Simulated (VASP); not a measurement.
Band structure of InGaN2 (space group P3m1). Level of theory: LDA (Ceperley-Alder, Perdew-Zunger), VASP's LDA PAW potentials (set 64) (plane waves; VASP 6.6.1).

Unless said otherwise, spin-orbit coupling is left out, though it shifts the bands of the heavy elements here.

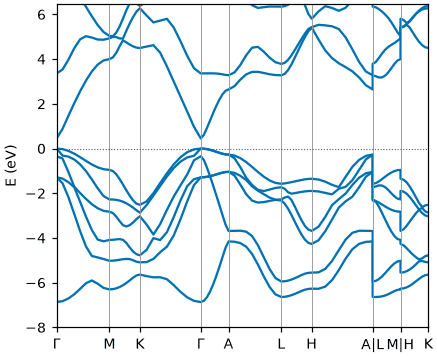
Figure: Bands along high-symmetry lines, zero at the valence-band maximum or, without a gap, the Fermi level

Q: Read the plot: is there a gap, and where are the band edges?

A: The gap is direct, 0.45 eV, from the valence maximum at Γ to the conduction minimum at Γ. (Edges off the drawn lines would not show.)

The structure comes from a computed database's InGaN2 entry (P3m1); how it stands against other phases isn't given here. It was relaxed first, which changed the volume by -6 %.
